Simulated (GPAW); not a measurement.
Band structure of Rh (Fm-3m, 1 atom in the cell).

```yaml
crystal:
  lattice:
    - [0.00000, 1.88396, 1.88396]
    - [1.88396, 0.00000, 1.88396]
    - [1.88396, 1.88396, 0.00000]
  atoms:
    - { symbol: Rh, position: [0.00000, 0.00000, 0.00000] }
```

Level of theory: PBE, GPAW PAW datasets PBE (gpaw-data 1.0.1) (plane waves; GPAW).

Settings: mode = pw; ecut = 600 eV; xc = PBE; kpts = 15 15 15; mesh shift (steps) = 0 0 0; occupations.name = methfessel-paxton; occupations.width = 0.1 eV; occupations.order = 0; nbands = -5; convergence.density = 1e-05 e/electron; convergence.energy = 1e-05 eV/electron; symmetry.symmorphic = false; symmetry.tolerance = 0.0005; maxiter = 120.

The starting cell comes from a database of computed structures (which also holds hypothetical and non-ambient phases and stackings), without a prior relaxation at this level. Its lattice was rescaled by a random factor within 2.5 % of one. Spin polarisation is off.

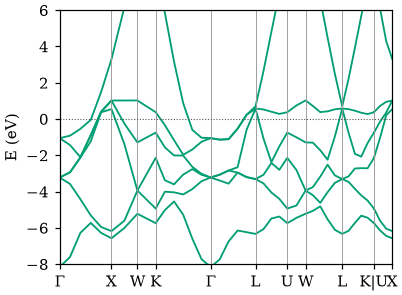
Figure: Bands along the path, energies from the Fermi level.

Levels in eV from the Fermi level, bands 4 to 11:
| point | 4 | 5 | 6 | 7 | 8 | 9 | 10 | 11 |
|---|---|---|---|---|---|---|---|---|
| Γ | -8.16 | -3.22 | -3.22 | -3.22 | -1.06 | -1.06 | 16.31 | 22.19 |
| X | -6.57 | -6.18 | 0.54 | 1.02 | 1.02 | 3.30 | 12.60 | 13.82 |
| W | -5.22 | -3.94 | -3.94 | -1.29 | 1.02 | 9.93 | 9.93 | 11.57 |
| K | -5.74 | -4.94 | -2.14 | -0.75 | 0.37 | 8.11 | 8.83 | 12.37 |
| L | -6.33 | -3.31 | -3.31 | 0.58 | 0.58 | 0.70 | 8.92 | 15.76 |
| U | -5.74 | -4.94 | -2.14 | -0.75 | 0.37 | 8.11 | 8.83 | 12.37 |

Bands cross the Fermi level along this path, so the cell is metallic at this level.
